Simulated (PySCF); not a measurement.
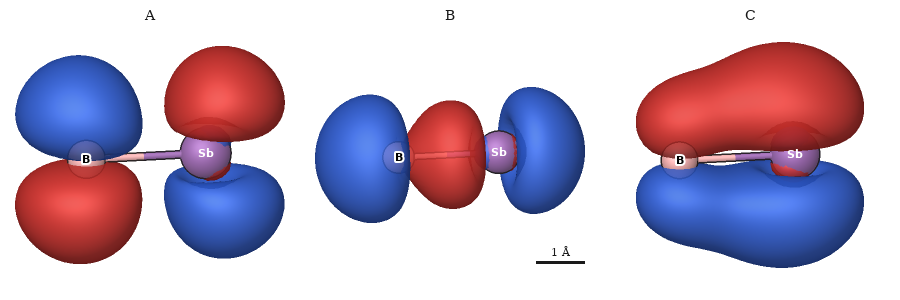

*BSb (charge +1, quartet). Three frontier α-spin orbitals, each drawn at the value that holds 80 % of its norm (blue and red are the two phases), in no order; of a degenerate pair one member is drawn.*

Core potentials replace the inner electrons of Sb.

Method: PySCF, PBE0/def2-SVPD, non-relativistic Hamiltonian with scalar-relativistic core potentials where named, at a bond length of 2.185 Å.

### Label each orbital by symmetry, say whether it is occupied, and order them by energy.

Orbital B: σ, occupied in this spin, −13.78 eV; shared between the atoms (B 60 %, Sb 40 %).
Orbital C: π, occupied in this spin, −13.55 eV; mainly on Sb (75 %).
Orbital A: π, empty in this spin, −8.83 eV; antibonding, with a node between the atoms.
